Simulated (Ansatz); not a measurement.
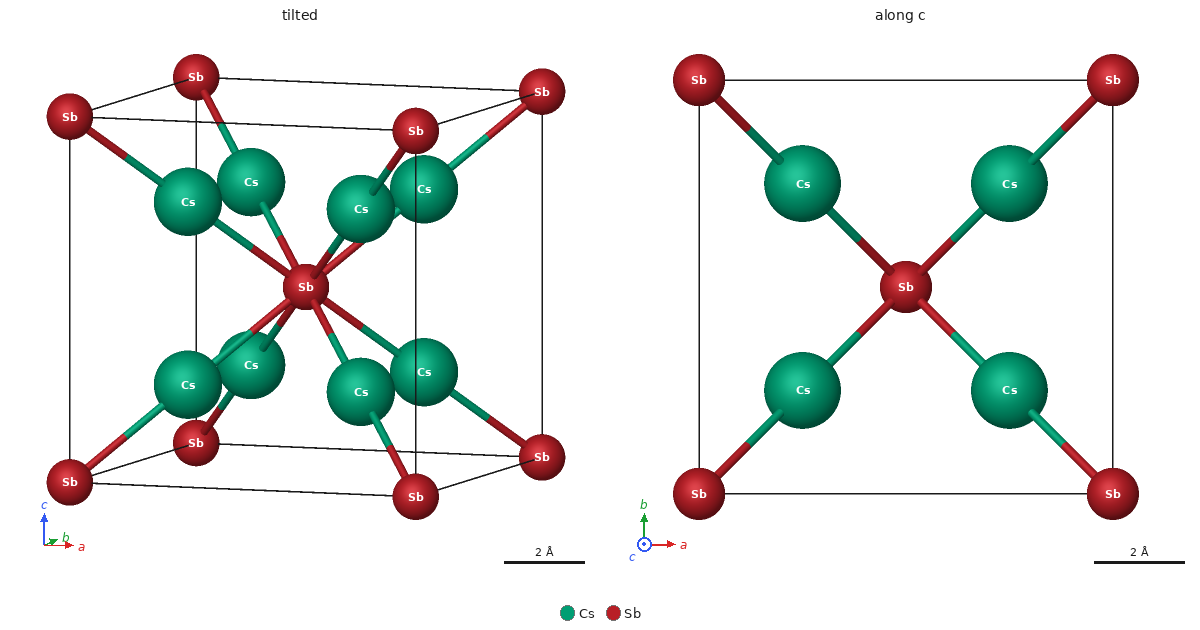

This ball-and-stick model is shown slightly off an axis and along the c axis. The lines enclose the conventional unit cell; boundary atoms appear with their images.

Cs$_{4}$Sb, space group Im-3m (No. 229), a = 9.211 Å, b = 9.211 Å, c = 9.211 Å, α = 90.00°, β = 90.00°, γ = 90.00°. It goes back to a structure type filled with these elements by a generator (whether the compound takes this form wasn't checked). Earlier steps of the study may have refined or changed the cell and positions. A calculation with Ansatz used it as input.

This one geometry was computed with Ansatz (DFT, plane waves, PAW) at four levels of theory: PBEsol, r2SCAN, PBE and PBE with spin-orbit coupling.

How does the band gap change with the level of theory?

Answer. All levels give a metal.

Collect the results in a table.

Answer.
| level | cutoff (eV) | k-mesh of the run's cell | gap (eV) | pressure (GPa) |
| --- | --- | --- | --- | --- |
| PBEsol | 420 | 6×6×6 | metal | -0.4 |
| r2SCAN | 500 | 6×6×6 | metal | -0.1 |
| PBE | 420 | 6×6×6 | metal | 0.0 |
| PBE with spin-orbit coupling | 420 | 6×6×6 | metal | 0.0 |

Gaps are taken on the k-mesh or band path of each run.
